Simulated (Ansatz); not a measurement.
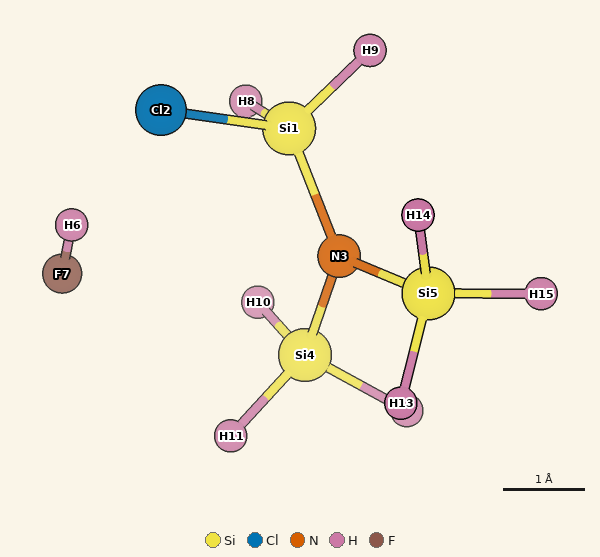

*The input geometry (ball-and-stick view, seen at a tilt; atoms are numbered from 1 in the order of the input).*

Bond lengths as drawn: Cl–Si 2.09 Å, F–H 0.93 Å, H–Si 1.48 to 1.49 Å and N–Si 1.70 to 1.75 Å.

# Single-point calculation, with input and output: Si3NH9ClF

System: Si3NH9ClF.
Method: RKS PBE0-D4/def2-TZVPP (Ansatz 0.2.0).

The geometry is the reactant side of a reaction. The reaction was set up to form Si1–F7 and Cl2–H6 and to break Si1–Cl2 and H6–F7 (atoms counted from 1 in the order of the input); sticks are drawn by distance alone. The geometry comes from this level: PBE0-D4/def2-TZVP.

**The program's output**
```
Functional definition: PBE0
  name "PBE0"
  cite "Adamo & Barone, J. Chem. Phys. 110, 6158 (1999) doi:10.1063/1.478522"
  cite "Perdew, Burke & Ernzerhof, Phys. Rev. Lett. 77, 3865 (1996) doi:10.1103/PhysRevLett.77.3865"
  parent pbe
  parameter a = 0.25
  parameter kappa = 0.804
  parameter beta = 0.06672455060314922
  exchange = (1 - a)*pbe_x(kappa = kappa, mu = beta*pi^2/3) + a*exact_x
  correlation = pbe_c(beta = beta)
2040 factors; their error is unknown
mean field evaluation 1: about -40489.1864 eV, gradient 6.6e1 eV
mean field evaluation 2: about -40473.4573 eV, gradient 1.0e2 eV
mean field evaluation 4: about -40496.7088 eV, gradient 6.4e0 eV
mean field evaluation 8: about -40496.7753 eV, gradient 5.7e-2 eV
mean field evaluation 16: about -40496.8707 eV, gradient 3.1e-5 eV
mean field -40496.87068802 eV, -1488.2325480199 hartree, gradient 3.1e-5 eV, S^2 0.000000; 0 other end points of the search recorded, 0 dependent functions left out
reference -40496.87072756 eV, -1488.2325494730 hartree; 42, 42 occupied and 314, 314 virtual orbitals, 2040 factors
Total energy: -40497.27239388 eV, -1488.2473104379 hartree
```

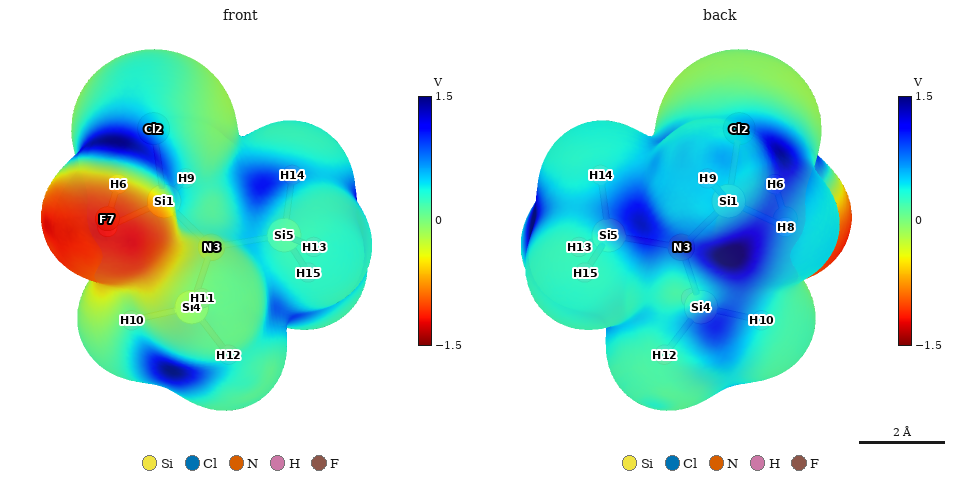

*The molecular electrostatic potential painted on the density surface at 0.002 e/bohr³, seen at a tilt and from behind; red is negative and blue positive.*

A positive charge is drawn to the negative regions and a negative charge to the positive ones.

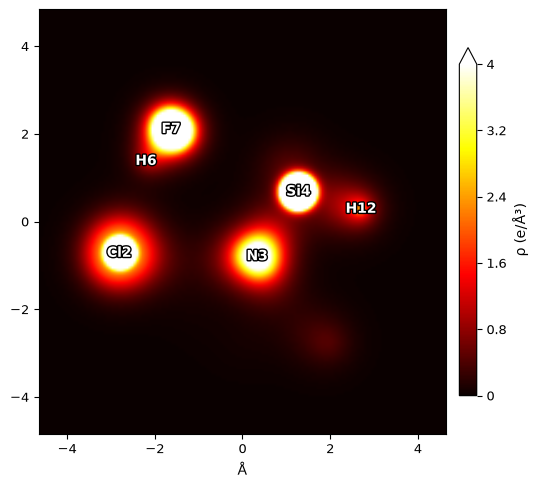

*Electron density on the plane of atoms N3, Si4 and H12.*

The section cuts through Cl, N, Si, H and F sites. Si–N (1.75 Å): ρ is about 1 e/Å³ halfway. Si–H (1.49 Å): ρ is about 0.82 e/Å³ halfway.

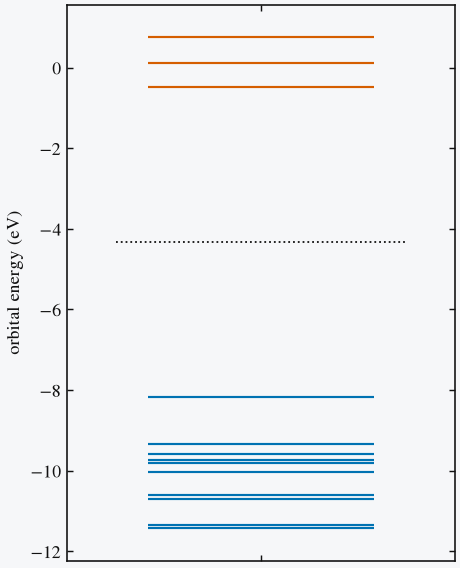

*Orbital energies near the frontier; the dotted line parts filled from empty levels, and levels within 0.02 eV of each other stand side by side.*

Highest filled −8.17 eV, lowest empty −0.49 eV, 7.68 eV apart.

This output came from the following input.

**Input file**
```yaml
crystal:
  periodic: [false, false, false]
  atoms:
    - {symbol: Si, position_ang: [0.521327, 1.495046, 0.266098]}
    - {symbol: Cl, position_ang: [2.582415, 1.139782, 0.317874]}
    - {symbol: N, position_ang: [-0.342196, 0.132385, -0.284925]}
    - {symbol: Si, position_ang: [-1.137850, -1.012570, 0.778623]}
    - {symbol: Si, position_ang: [-0.439780, -0.178381, -2.002446]}
    - {symbol: H, position_ang: [2.186936, -0.367211, 1.853490]}
    - {symbol: F, position_ang: [1.652695, -0.892486, 2.407938]}
    - {symbol: H, position_ang: [0.137746, 1.842080, 1.648050]}
    - {symbol: H, position_ang: [0.383910, 2.626156, -0.676091]}
    - {symbol: H, position_ang: [-1.309635, -0.391631, 2.111367]}
    - {symbol: H, position_ang: [-0.384992, -2.284880, 0.869779]}
    - {symbol: H, position_ang: [-2.468808, -1.303198, 0.177519]}
    - {symbol: H, position_ang: [-0.263620, -1.632972, -2.245177]}
    - {symbol: H, position_ang: [0.639176, 0.586654, -2.677161]}
    - {symbol: H, position_ang: [-1.757322, 0.241224, -2.544938]}
basis:
  gaussian: {orbitals: def2-TZVPP}
hamiltonian: {xc: pbe0, dispersion: d4}
output: {orbitals: {seedname: orbitals}}
```

Command:
```bash
ansatz run in.yaml --threads 4 --pin off --events-out ev --progress --plain --max-ram 66560MiB --backend cuda --devices 0, --max-vram 37GiB
```

**Summary**

```tsv
quantity	value
outcome	converged
total energy	−40497.2724 eV
mean-field energy	−40496.8707 eV
dispersion energy	−0.4017 eV
SCF solution under orbital rotations	stable
HOMO	−8.17 eV
LUMO	−0.49 eV
hardware	4 CPU threads, shared host
wall time	8.5 s (CPU time 3.8 s; the host was busy)
peak memory	0.86 GiB
```
